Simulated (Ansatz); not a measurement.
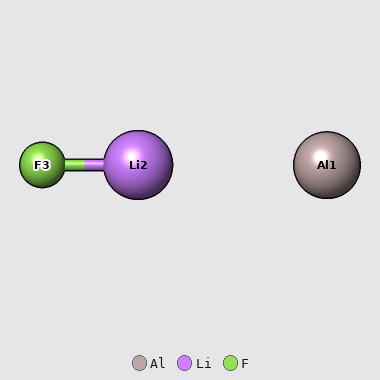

The system is Al + LiF, spin multiplicity 2; the picture shows the reference structure. 
- First axis: distance Al1–Li2. Second axis: distance Li2–F3.
- Nothing is relaxed (the angle Al1–Li2–F3 is fixed at 180 degrees).
- The grid has 9 × 9 points.
- All energies are given in eV relative to Al far from the relaxed LiF (each part in its own basis).
- These are results of UKS BHLYP-D4/def2-TZVPD (Ansatz), not measurements.

Its coordinates:

```yaml
atoms:
  - { symbol: Al, position_ang: [-2.9670, 0.0000, 0.0000] }
  - { symbol: Li, position_ang: [0.0000, 0.0000, 0.0000] }
  - { symbol: F, position_ang: [1.5040, 0.0000, 0.0000] }
```

Range: distance Al1–Li2 from 1.992 to 4.392 Å; distance Li2–F3 from 1.504 to 3.904 Å.

> What will the energy surface look like?

The lowest grid point is at distance Al1–Li2 = 2.967 Å, distance Li2–F3 = 1.504 Å, −0.40 eV from Al far from the relaxed LiF (each part in its own basis). It lies on the edge of the grid, but the force there points inwards, so the minimum lies inside the range. The highest grid point, distance Al1–Li2 = 1.992 Å, distance Li2–F3 = 3.904 Å, lies 5.47 eV above the lowest.

| distance Li2–F3 ↓, distance Al1–Li2 → | 1.992 | 2.153 | 2.388 | 2.663 | 2.967 | 3.295 | 3.643 | 4.010 | 4.392 |
| --- | --- | --- | --- | --- | --- | --- | --- | --- | --- |
| 3.904 | 5.07 | 4.35 | 3.76 | 3.48 | 3.39 | 3.33 | 3.44 | 3.59 | 3.75 |
| 3.522 | 4.68 | 3.96 | 3.38 | 3.09 | 3.01 | 2.94 | 3.05 | 3.20 | 3.34 |
| 3.155 | 4.21 | 3.50 | 2.92 | 2.63 | 2.55 | 2.47 | 2.58 | 2.72 | 2.86 |
| 2.807 | 3.65 | 2.95 | 2.37 | 2.09 | 2.01 | 1.92 | 2.02 | 2.15 | 2.29 |
| 2.479 | 3.01 | 2.31 | 1.75 | 1.46 | 1.39 | 1.37 | 1.39 | 1.51 | 1.64 |
| 2.175 | 2.30 | 1.62 | 1.06 | 0.78 | 0.70 | 0.72 | 0.78 | 0.87 | 0.97 |
| 1.900 | 1.63 | 0.96 | 0.40 | 0.12 | 0.04 | 0.06 | 0.12 | 0.21 | 0.29 |
| 1.665 | 1.17 | 0.51 | −0.03 | −0.30 | −0.39 | −0.37 | −0.32 | −0.24 | −0.17 |
| 1.504 | 1.12 | 0.48 | −0.04 | −0.32 | −0.40 | −0.39 | −0.34 | −0.27 | −0.20 |

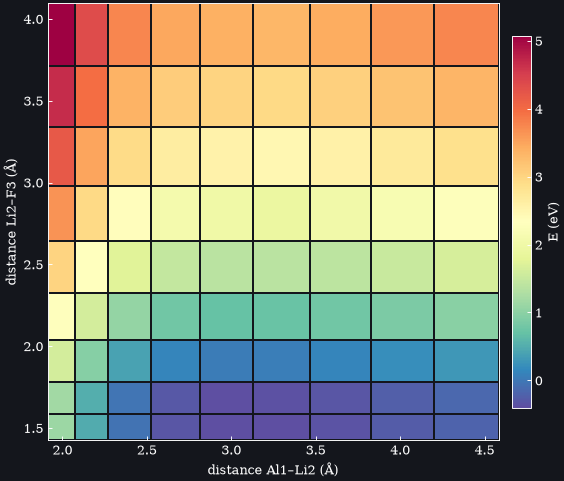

In the figure: one coloured cell a grid point.

Each point was launched as `ansatz run input.yaml --threads 1 --pin off --max-ram 2560MiB --backend cpu --events-out ev --progress --plain --runs-dir out`. Time for the 81 points that were run: 12 min on 1 thread of Arm Neoverse V1, with other jobs on the host.
